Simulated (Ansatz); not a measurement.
# Ag(111) with 4 thermally displaced layers, 2x2: scattering by thermal displacements, part 2 of 2

Aim: the resistivity of Ag at 180 K from frozen thermal displacements between perfect leads.

Ansatz 0.2.0; Ansatz plane-wave DFT, PBE, PAW files; ballistic transport by layer matching (Landauer), zero bias; PAW set soft_1.

So far, open channels per spin nearest the Fermi level: step 2 (with 4 displaced layers) 3.23.

## 3. With 8 displaced layers

System of this step: Ag(111) with 8 thermally displaced layers, 2x2. The cell holds 56 atoms: 56 Ag. Its edges and angles: a = 5.779 Å, b = 5.779 Å, c = 33.070 Å, α = 87.5°, β = 92.5°, γ = 120.0°. It derives from Ag. Regions: lead, 24 atoms (24 Ag); scattering region, 32 atoms (32 Ag). The structure is stacked along c, and the current runs across the ab planes.

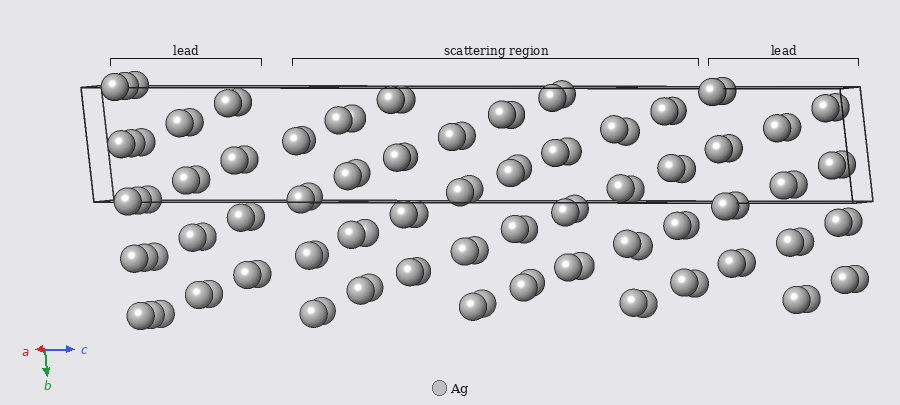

The cell of this step (silver light grey). 1×2×1 cells are drawn. Some periodic images of atoms are drawn too.

Contents of input.yaml:

```yaml
crystal:
  lattice:
    - [5.7787594586, 0.0, 0.0]
    - [-2.8893797293, 5.0045524935, 0.0]
    - [-1.4446898646, 0.8340920822, 33.0283613795]
  atoms:
    - { symbol: Ag, position: [0.005952381, 0.994047619, 0.0357142857] }
    - { symbol: Ag, position: [0.005952381, 0.494047619, 0.0357142857] }
    - { symbol: Ag, position: [0.505952381, 0.994047619, 0.0357142857] }
    - { symbol: Ag, position: [0.505952381, 0.494047619, 0.0357142857] }
    - { symbol: Ag, position: [0.1845238095, 0.3154761905, 0.1071428571] }
    - { symbol: Ag, position: [0.1845238095, 0.8154761905, 0.1071428571] }
    - { symbol: Ag, position: [0.6845238095, 0.3154761905, 0.1071428571] }
    - { symbol: Ag, position: [0.6845238095, 0.8154761905, 0.1071428571] }
    - { symbol: Ag, position: [0.3630952381, 0.1369047619, 0.1785714286] }
    - { symbol: Ag, position: [0.3630952381, 0.6369047619, 0.1785714286] }
    - { symbol: Ag, position: [0.8630952381, 0.1369047619, 0.1785714286] }
    - { symbol: Ag, position: [0.8630952381, 0.6369047619, 0.1785714286] }
    - { symbol: Ag, position: [0.0411727795, 0.9662621012, 0.2491860673] }
    - { symbol: Ag, position: [0.0537662267, 0.4723702846, 0.2488348866] }
    - { symbol: Ag, position: [0.5685813513, 0.9808674158, 0.2523105676] }
    - { symbol: Ag, position: [0.5644847992, 0.4730285404, 0.2548276582] }
    - { symbol: Ag, position: [0.2227427351, 0.2795761173, 0.3227200088] }
    - { symbol: Ag, position: [0.1978336298, 0.7581273422, 0.3195399224] }
    - { symbol: Ag, position: [0.7275920361, 0.2869953492, 0.3181387572] }
    - { symbol: Ag, position: [0.6948862075, 0.7753613289, 0.3210258849] }
    - { symbol: Ag, position: [0.4033897402, 0.1102395509, 0.395488453] }
    - { symbol: Ag, position: [0.405573708, 0.610239735, 0.3905119808] }
    - { symbol: Ag, position: [0.8863196358, 0.1042917647, 0.39428039] }
    - { symbol: Ag, position: [0.9121658594, 0.6092871869, 0.3945362988] }
    - { symbol: Ag, position: [0.0746492348, 0.898119353, 0.4627136407] }
    - { symbol: Ag, position: [0.0866278749, 0.4315907978, 0.4610478616] }
    - { symbol: Ag, position: [0.5885538491, 0.9165004679, 0.4637880218] }
    - { symbol: Ag, position: [0.5855175325, 0.4337242741, 0.4612169722] }
    - { symbol: Ag, position: [0.2683385693, 0.2454150138, 0.5340637381] }
    - { symbol: Ag, position: [0.2369072791, 0.7133886969, 0.5343275362] }
    - { symbol: Ag, position: [0.7530515199, 0.2341444519, 0.5350119098] }
    - { symbol: Ag, position: [0.7548623236, 0.7443670837, 0.5378997812] }
    - { symbol: Ag, position: [0.4325744342, 0.0616101158, 0.6082962614] }
    - { symbol: Ag, position: [0.4576998577, 0.5604494806, 0.6082410629] }
    - { symbol: Ag, position: [0.9249623464, 0.0842552505, 0.6085547991] }
    - { symbol: Ag, position: [0.9500459084, 0.5650137214, 0.6049098698] }
    - { symbol: Ag, position: [0.1289548309, 0.8978630541, 0.6767148329] }
    - { symbol: Ag, position: [0.0981809763, 0.3933130188, 0.6782044259] }
    - { symbol: Ag, position: [0.6405355788, 0.8784129286, 0.677439615] }
    - { symbol: Ag, position: [0.5996571286, 0.3636916421, 0.6766676211] }
    - { symbol: Ag, position: [0.3106459066, 0.2066938452, 0.7486972538] }
    - { symbol: Ag, position: [0.2804370373, 0.7163017262, 0.7514096168] }
    - { symbol: Ag, position: [0.7921642699, 0.2027241382, 0.7506542504] }
    - { symbol: Ag, position: [0.7917477818, 0.6984890393, 0.7513326044] }
    - { symbol: Ag, position: [0.4702380952, 0.0297619048, 0.8214285714] }
    - { symbol: Ag, position: [0.4702380952, 0.5297619048, 0.8214285714] }
    - { symbol: Ag, position: [0.9702380952, 0.0297619048, 0.8214285714] }
    - { symbol: Ag, position: [0.9702380952, 0.5297619048, 0.8214285714] }
    - { symbol: Ag, position: [0.1488095238, 0.8511904762, 0.8928571429] }
    - { symbol: Ag, position: [0.1488095238, 0.3511904762, 0.8928571429] }
    - { symbol: Ag, position: [0.6488095238, 0.8511904762, 0.8928571429] }
    - { symbol: Ag, position: [0.6488095238, 0.3511904762, 0.8928571429] }
    - { symbol: Ag, position: [0.3273809524, 0.1726190476, 0.9642857143] }
    - { symbol: Ag, position: [0.3273809524, 0.6726190476, 0.9642857143] }
    - { symbol: Ag, position: [0.8273809524, 0.1726190476, 0.9642857143] }
    - { symbol: Ag, position: [0.8273809524, 0.6726190476, 0.9642857143] }
kpoints:
  mp_grid: { grid: [4, 4, 1] }
hamiltonian:
  xc: pbe
  pseudopotentials: { kind: paw, azcp: { folder: soft_1 } }
scf:
  occupations: { method: fermi_dirac, width: 0.1 }
output:
  transmission: { leads: [[0, 4]], kmesh: [8, 8], e_range: [-0.05, 0.05], de: 0.05 }
  write_potential: true
  write_density: true
  volumetric_format: npy
```

The run is started by

```bash
$ ansatz run input.yaml --threads 8 --pin off --max-ram 15360MiB --backend cpu --events-out ev --progress --plain --runs-dir out
```

Numbers of over 12 decimals in the logs are rounded to 6 here.

The log of the run:

```text
[...]
Crystal: 56 atoms, lattice volume = 955.184 Å³
Basis set: ecut = 420 eV, 18759 PW (Γ)
Bands: 639, of which v1, the nominal top of the filled ones, is band 532 counted from 1 (531 counted from 0)
Symmetry: 1 space group operations
[...]
k-points: 10 of 16 (time reversal used)
[...]
SCF iter   1: F=—  HF=-425085.606721 eV  |F-HF|=—  |Δ(HF+E_count)|=         —  Δρ=7.06e-2  dr2=5.09e1  ethr=3.10e-3  ⟨swp⟩=4.0  Hψ=19053  notcnv=0  defer=115
[...]
SCF iter  10: F=-425072.057762 eV  HF=-425072.057762 eV  |F-HF|=8.21e-8  |Δ(HF+E_count)|=   5.94e-9  Δρ=1.85e-6  dr2=8.54e-8  ethr=9.40e-12  ⟨swp⟩=8.2  Hψ=23640  notcnv=0
SCF 1 converged in 10 iterations: F = -425072.057762 eV  dr2 = 8.54e-8
[...]
transmission: 144 of 1394 steps passed
transmission: 282 of 1394 steps passed
[...]
transmission: 1394 of 1394 steps passed
SCF converged after 10 iterations
Free energy (F): -425072.057762 eV
[...]
Internal energy: -425071.420226 eV  (E = F + TS)
E sigma→0 (E₀):  -425071.738994 eV
Entropy (-TS):   -0.637536 eV (-11.385 meV/atom)
Fermi energy:    17.156234 eV
[...]
--- Band table (eV; the first three rows and the last of 10) ---
  k-point 0: bands = [... 528 lower, 17.4207, 17.6562, 17.6900, 17.8572, 17.8702, 17.9254, 17.9487, 18.0810, ... 103 higher]
  k-point 1: bands = [... 528 lower, 16.9680, 17.0073, 17.0199, 17.0727, 17.1277, 17.2529, 17.2979, 17.4070, ... 103 higher]
  k-point 2: bands = [... 528 lower, 16.8933, 16.9202, 16.9667, 17.0044, 17.0455, 17.0783, 17.2186, 17.2226, ... 103 higher]
  k-point 9: bands = [... 528 lower, 16.7903, 16.8065, 17.0580, 17.0725, 17.0778, 17.1091, 17.3980, 17.4233, ... 103 higher]
--- Transmission ---
  basis      : 253 plane waves across, 41 finite elements along
  points     : 34, standing for a mesh of 8 x 8
[...]
channels       : 3.328125e0 a spin
[...]
junction   : crystal 0 to crystal 0, 0.70 to 31.37 Å
    transmission   : 3.232086e0 a spin
[...]
```

Wall time 5.9 min (8 threads of Intel Xeon at 2.70GHz, shared host); peak memory 8.9 GiB.

This step gave:

| Item | Value |
| --- | --- |
| free energy | -425072.0578 eV |
| energy at zero smearing | -425071.7390 eV |
| Fermi energy | 17.16 eV |
| transmission per spin nearest the Fermi level | 3.232 |
| open channels per spin nearest the Fermi level | 3.328 |
| step of the lead's potential | 4.3 meV |

Per spin. The transmission, zone mean by energy, zero at the Fermi level:

```csv
energy (eV),"transmission, zone mean"
-0.0500,3.23
0.0000,3.23
0.0500,3.17
```

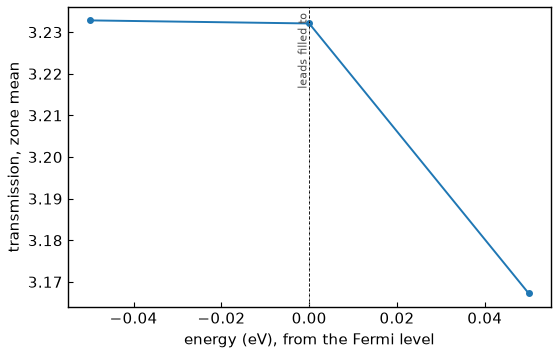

Transmission, zone mean against energy.

Over the solved energies the transmission per spin lies between 3.17 and 3.23, out of 3.30 channels of the lead on average (up to 3.33).

## 4. With 12 displaced layers

System of this step: Ag(111) with 12 thermally displaced layers, 2x2. The cell holds 72 atoms: 72 Ag. Cell: a = 5.779 Å, b = 5.779 Å, c = 42.465 Å, α = 90.0°, β = 90.0°, γ = 120.0°. It derives from Ag. Regions: lead, 24 atoms (24 Ag); scattering region, 48 atoms (48 Ag). The structure is stacked along c, and the current runs across the ab planes.

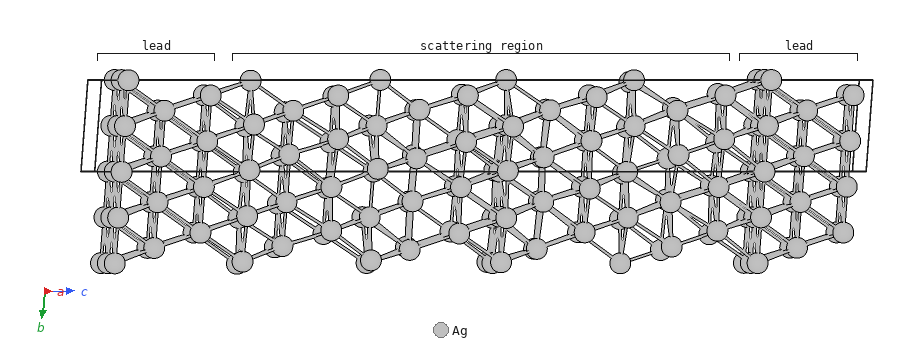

The cell of this step (silver light grey). 1×2×1 cells are drawn. Some periodic images of atoms are drawn too.

Contents of input.yaml:

```yaml
crystal:
  lattice:
    - [5.7787594586, 0.0, 0.0]
    - [-2.8893797293, 5.0045524935, 0.0]
    - [0.0, 0.0, 42.4650360593]
  atoms:
    - { symbol: Ag, position: [0.0, 0.0, 0.0277777778] }
    - { symbol: Ag, position: [0.0, 0.5, 0.0277777778] }
    - { symbol: Ag, position: [0.5, 0.0, 0.0277777778] }
    - { symbol: Ag, position: [0.5, 0.5, 0.0277777778] }
    - { symbol: Ag, position: [0.1666666667, 0.3333333333, 0.0833333333] }
    - { symbol: Ag, position: [0.1666666667, 0.8333333333, 0.0833333333] }
    - { symbol: Ag, position: [0.6666666667, 0.3333333333, 0.0833333333] }
    - { symbol: Ag, position: [0.6666666667, 0.8333333333, 0.0833333333] }
    - { symbol: Ag, position: [0.3333333333, 0.1666666667, 0.1388888889] }
    - { symbol: Ag, position: [0.3333333333, 0.6666666667, 0.1388888889] }
    - { symbol: Ag, position: [0.8333333333, 0.1666666667, 0.1388888889] }
    - { symbol: Ag, position: [0.8333333333, 0.6666666667, 0.1388888889] }
    - { symbol: Ag, position: [0.965002845, 0.9817836189, 0.1939382824] }
    - { symbol: Ag, position: [0.9904454134, 0.4835465773, 0.1949919178] }
    - { symbol: Ag, position: [0.5161062117, 0.0063741853, 0.1948183889] }
    - { symbol: Ag, position: [0.5129942652, 0.5057156062, 0.1925418495] }
    - { symbol: Ag, position: [0.1733120336, 0.3515822465, 0.2481055632] }
    - { symbol: Ag, position: [0.1646795627, 0.8278342744, 0.2485043988] }
    - { symbol: Ag, position: [0.6550008052, 0.3347609544, 0.2505252025] }
    - { symbol: Ag, position: [0.6602309443, 0.812897983, 0.2495191135] }
    - { symbol: Ag, position: [0.3442545446, 0.1800468577, 0.3066755911] }
    - { symbol: Ag, position: [0.351263497, 0.6821712926, 0.3069277647] }
    - { symbol: Ag, position: [0.8237665115, 0.1674868933, 0.3043678516] }
    - { symbol: Ag, position: [0.7923103791, 0.6429125089, 0.3090345663] }
    - { symbol: Ag, position: [0.9704832959, 0.9683148191, 0.3601370669] }
    - { symbol: Ag, position: [0.0182885486, 0.4993646622, 0.3617907576] }
    - { symbol: Ag, position: [0.4961036097, 0.9988238158, 0.3632206628] }
    - { symbol: Ag, position: [0.5091323638, 0.4987811017, 0.3625960688] }
    - { symbol: Ag, position: [0.1782680032, 0.3302361012, 0.4171163133] }
    - { symbol: Ag, position: [0.165054643, 0.8238890388, 0.4185834105] }
    - { symbol: Ag, position: [0.660245052, 0.3245790552, 0.4138756953] }
    - { symbol: Ag, position: [0.661958504, 0.8548904639, 0.4147679364] }
    - { symbol: Ag, position: [0.3359962393, 0.1614781952, 0.4730738183] }
    - { symbol: Ag, position: [0.3352194083, 0.6556962879, 0.4717361328] }
    - { symbol: Ag, position: [0.8353587005, 0.1682854439, 0.4721747402] }
    - { symbol: Ag, position: [0.8339467594, 0.6755614133, 0.4744158036] }
    - { symbol: Ag, position: [0.0013852267, 0.9895404227, 0.5284372146] }
    - { symbol: Ag, position: [0.0040096731, 0.5065236897, 0.5308502906] }
    - { symbol: Ag, position: [0.4973002421, 0.9998374554, 0.5263011347] }
    - { symbol: Ag, position: [0.4924420903, 0.4919568244, 0.5304422338] }
    - { symbol: Ag, position: [0.1663457402, 0.3252510463, 0.5865467875] }
    - { symbol: Ag, position: [0.1564977394, 0.8455045952, 0.5850258476] }
    - { symbol: Ag, position: [0.6718456664, 0.3296427569, 0.5831178312] }
    - { symbol: Ag, position: [0.6680176334, 0.8444420561, 0.5794546052] }
    - { symbol: Ag, position: [0.3281500822, 0.1688139269, 0.637920981] }
    - { symbol: Ag, position: [0.3093727771, 0.6632350348, 0.6376311885] }
    - { symbol: Ag, position: [0.8530014576, 0.1864146357, 0.6390044389] }
    - { symbol: Ag, position: [0.8082760848, 0.6638941097, 0.6373497912] }
    - { symbol: Ag, position: [0.0202986587, 0.0239035091, 0.6949731065] }
    - { symbol: Ag, position: [0.0356103441, 0.521403548, 0.6956044867] }
    - { symbol: Ag, position: [0.4909477722, 0.0029519835, 0.6922140783] }
    - { symbol: Ag, position: [0.5157728242, 0.5033737462, 0.6969407473] }
    - { symbol: Ag, position: [0.1590607831, 0.3078354579, 0.7513118421] }
    - { symbol: Ag, position: [0.1926006503, 0.858900974, 0.7486246546] }
    - { symbol: Ag, position: [0.6586710521, 0.3363280039, 0.7484868852] }
    - { symbol: Ag, position: [0.6448610055, 0.8198713442, 0.7545461808] }
    - { symbol: Ag, position: [0.3209253078, 0.1540747749, 0.8050029622] }
    - { symbol: Ag, position: [0.3445843479, 0.6864133065, 0.8073044197] }
    - { symbol: Ag, position: [0.8452920448, 0.1687463961, 0.8059870348] }
    - { symbol: Ag, position: [0.8168486562, 0.646821939, 0.809118557] }
    - { symbol: Ag, position: [0.0, 0.0, 0.8611111111] }
    - { symbol: Ag, position: [0.0, 0.5, 0.8611111111] }
    - { symbol: Ag, position: [0.5, 0.0, 0.8611111111] }
    - { symbol: Ag, position: [0.5, 0.5, 0.8611111111] }
    - { symbol: Ag, position: [0.1666666667, 0.3333333333, 0.9166666667] }
    - { symbol: Ag, position: [0.1666666667, 0.8333333333, 0.9166666667] }
    - { symbol: Ag, position: [0.6666666667, 0.3333333333, 0.9166666667] }
    - { symbol: Ag, position: [0.6666666667, 0.8333333333, 0.9166666667] }
    - { symbol: Ag, position: [0.3333333333, 0.1666666667, 0.9722222222] }
    - { symbol: Ag, position: [0.3333333333, 0.6666666667, 0.9722222222] }
    - { symbol: Ag, position: [0.8333333333, 0.1666666667, 0.9722222222] }
    - { symbol: Ag, position: [0.8333333333, 0.6666666667, 0.9722222222] }
kpoints:
  mp_grid: { grid: [4, 4, 1] }
hamiltonian:
  xc: pbe
  pseudopotentials: { kind: paw, azcp: { folder: soft_1 } }
scf:
  occupations: { method: fermi_dirac, width: 0.1 }
output:
  transmission: { leads: [[0, 4]], kmesh: [8, 8], e_range: [-0.05, 0.05], de: 0.05 }
  write_potential: true
  write_density: true
  volumetric_format: npy
```

The log of the run:

```text
[...]
Crystal: 72 atoms, lattice volume = 1228.093 Å³
Basis set: ecut = 420 eV, 24081 PW (Γ)
Bands: 821, of which v1, the nominal top of the filled ones, is band 684 counted from 1 (683 counted from 0)
Symmetry: 1 space group operations
[...]
k-points: 10 of 16 (time reversal used)
[...]
SCF iter   1: F=—  HF=-546537.879358 eV  |F-HF|=—  |Δ(HF+E_count)|=         —  Δρ=7.05e-2  dr2=6.52e1  ethr=3.10e-3  ⟨swp⟩=4.0  Hψ=24460  notcnv=0  defer=158
[...]
SCF iter  12: F=-546520.486448 eV  HF=-546520.486448 eV  |F-HF|=5.12e-9  |Δ(HF+E_count)|=   2.68e-9  Δρ=4.61e-7  dr2=6.94e-9  ethr=7.31e-12  ⟨swp⟩=2.0  Hψ=14687  notcnv=0
SCF 1 converged in 12 iterations: F = -546520.486448 eV  dr2 = 6.94e-9
[...]
transmission: 198 of 1802 steps passed
transmission: 372 of 1802 steps passed
[...]
transmission: 1802 of 1802 steps passed
SCF converged after 12 iterations
Free energy (F): -546520.486448 eV
[...]
Internal energy: -546519.652917 eV  (E = F + TS)
E sigma→0 (E₀):  -546520.069683 eV
Entropy (-TS):   -0.833531 eV (-11.577 meV/atom)
Fermi energy:    17.237700 eV
[...]
--- Band table (eV; the first three rows and the last of 10) ---
  k-point 0: bands = [... 680 lower, 17.4767, 17.7980, 17.8134, 17.8275, 17.8312, 17.8574, 17.8693, 18.0886, ... 133 higher]
  k-point 1: bands = [... 680 lower, 17.0379, 17.0973, 17.1122, 17.1858, 17.2221, 17.2595, 17.3035, 17.3390, ... 133 higher]
  k-point 2: bands = [... 680 lower, 16.8761, 16.9136, 16.9229, 16.9519, 17.2226, 17.2451, 17.2803, 17.3081, ... 133 higher]
  k-point 9: bands = [... 680 lower, 16.8866, 16.8959, 16.9307, 16.9656, 17.2331, 17.2424, 17.2798, 17.3162, ... 133 higher]
--- Transmission ---
  basis      : 253 plane waves across, 53 finite elements along
  points     : 34, standing for a mesh of 8 x 8
[...]
channels       : 3.234375e0 a spin
[...]
junction   : crystal 0 to crystal 0, 0.70 to 40.80 Å
    transmission   : 3.079547e0 a spin
[...]
```

Wall time 12 min (8 threads); peak memory 8.2 GiB; 79 min of CPU time.

Numbers from this step:

```
free energy                                    : -546520.4864 eV
energy at zero smearing                        : -546520.0697 eV
Fermi energy                                   : 17.24 eV
transmission per spin nearest the Fermi level  : 3.080
open channels per spin nearest the Fermi level : 3.234
step of the lead's potential                   : 3.4 meV
```

Per spin. Transmission, zone mean against energy, zero at the Fermi level:

```csv
energy (eV),"transmission, zone mean"
-0.0500,3.09
0.0000,3.08
0.0500,3.06
```

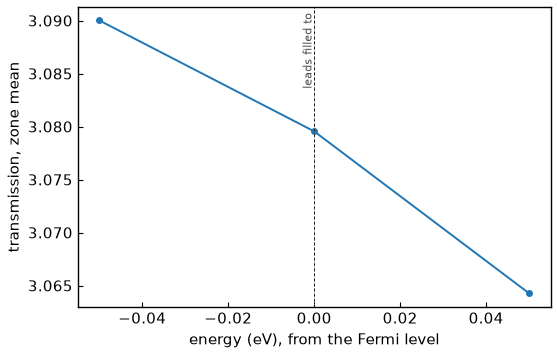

Transmission, zone mean, plotted against energy.

Over the solved energies the transmission per spin lies between 3.06 and 3.09, out of 3.23 channels of the lead on average (up to 3.23).

## 5. Resistance against length

This step: Ansatz plane-wave DFT, PBE, PAW files; ballistic transport by layer matching (Landauer), zero bias; resistivity from the slope of the area resistance; PAW set soft_1 (Ansatz 0.2.0).

This step gave:

```
resistivity           : 2.476 µΩ cm
intercept             : -0.01309 fΩ m²
scatter about the fit : 0.002313 fΩ m²
```

Resistance, by row:

```csv
run,length (Å),T,channels N,RA (fΩ m²)
n4,9.437,3.201,3.234,0.01192
n8,18.87,3.211,3.297,0.03038
n12,28.31,3.078,3.234,0.05865
```

The area resistance by length of the displaced region:

```csv
length of the displaced region (Å),area resistance (fΩ m²)
9.44,0.0119
18.87,0.0304
28.31,0.0587
```

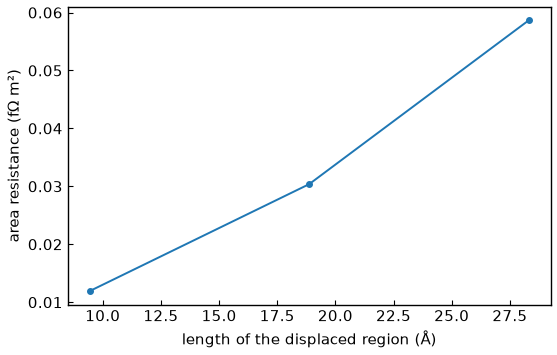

Area resistance, plotted against length of the displaced region.

The area resistance goes from 0.012 to 0.059 fΩ m² between 9.4 and 28.3 Å, a slope of 2.5 µΩ cm.

By hand from the end points: (0.05865 − 0.01192) fΩ m² / (28.31 − 9.44) Å = 2.5 µΩ cm, since 1 fΩ m² per Å is 1000 µΩ cm.

## 6. Results

| Property | Result |
| --- | --- |
| resistivity from the slope | 2.48 µΩ cm |
| area resistance over 9.44 Å | 0.0119 fΩ m² |
| area resistance over 18.9 Å | 0.0304 fΩ m² |
| area resistance over 28.3 Å | 0.0587 fΩ m² |

In words: The slope gives 2.5 µΩ cm. The points scatter by 0.0023 fΩ m² about the line, with one random draw a length in a 2x2 cell, so the slope is a rough value. The mean square of the displacements drawn is 0.78, 0.91 and 1.0 of the nominal one at the three lengths; with each resistance scaled back by that, the slope is 2.2 µΩ cm, the value used below. The lead's own channel count moves between the runs (3.23, 3.30 and 3.23), which shifts RA and the slope too. Read with a model of isotropic scattering on a spherical Fermi surface and the lead's 0.87×10¹⁵ S/m², this slope means a mean free path near 480 Å; over these lengths the model's slope is 1.23 times its bulk resistivity, which would be 1.8 µΩ cm. Uncorrelated displacements put too much weight on short waves, which scatter strongly; with the sideways repeat of a small cell, one draw and three short lengths, the method is good to a factor of two or three.

[Logs are printed without paths, hosts, clocks, repeated set-up lines and the standing remarks that a program may print on its own settings, such as how far it seeks lower states.]

[Hosts, paths, dates, database ids (printed as entryN), source tags and the programs' standing remarks are cut or masked in the printed files.]
